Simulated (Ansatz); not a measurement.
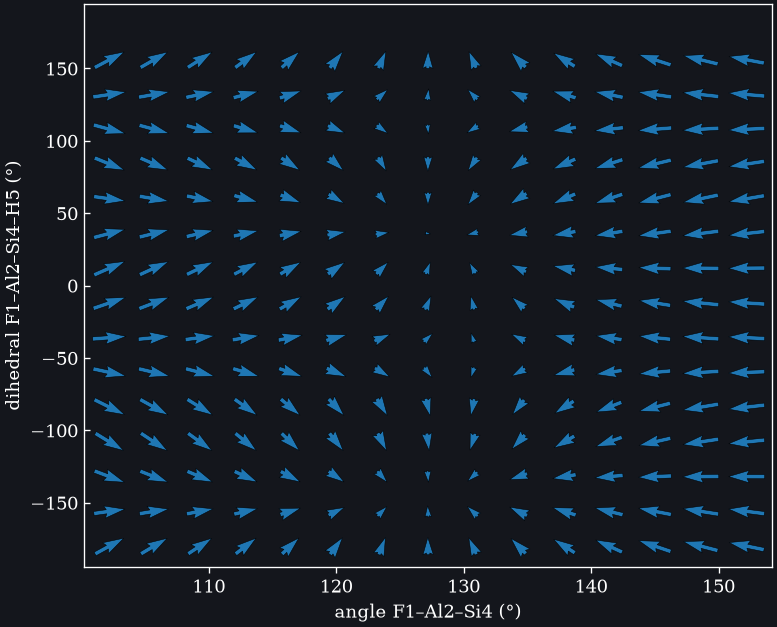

AlF₂H₂Si, SMILES [F][Al]([F])[SiH2-], charge −1. First axis: angle F1–Al2–Si4. Second axis: dihedral F1–Al2–Si4–H5. Nothing is relaxed (all other coordinates rigid). The grid has 15 × 15 points. Points are written as (first, second). The calculation used RKS PBE0-D4/def2-SVPD (Ansatz 0.2.0).

The picture shows arrows along the force (downhill), their lengths compressed.

### The arrows alone are given. Where are the wells?

The arrows converge at about (127°, −145°); (127.2°, 36°) (0.07 eV up) (read from the interpolated surface).

The energy map of the same scan:

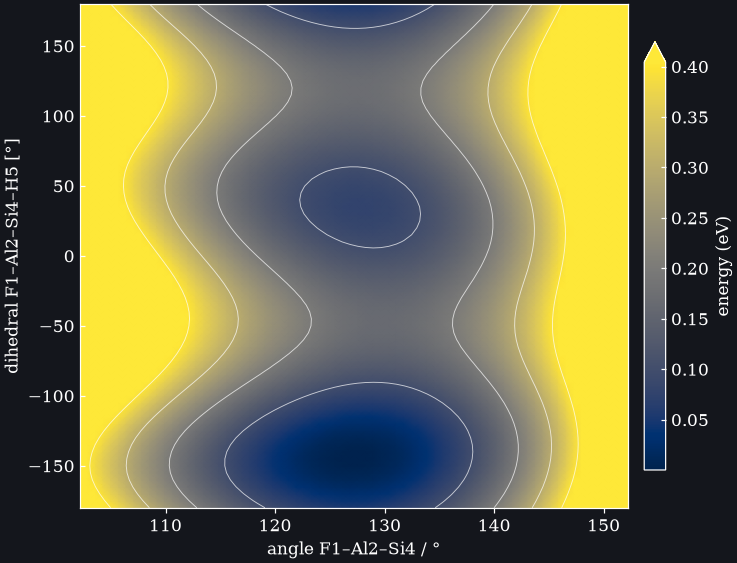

Energies are in eV, from the relaxed molecule at the same level; between grid points the surface is interpolated.
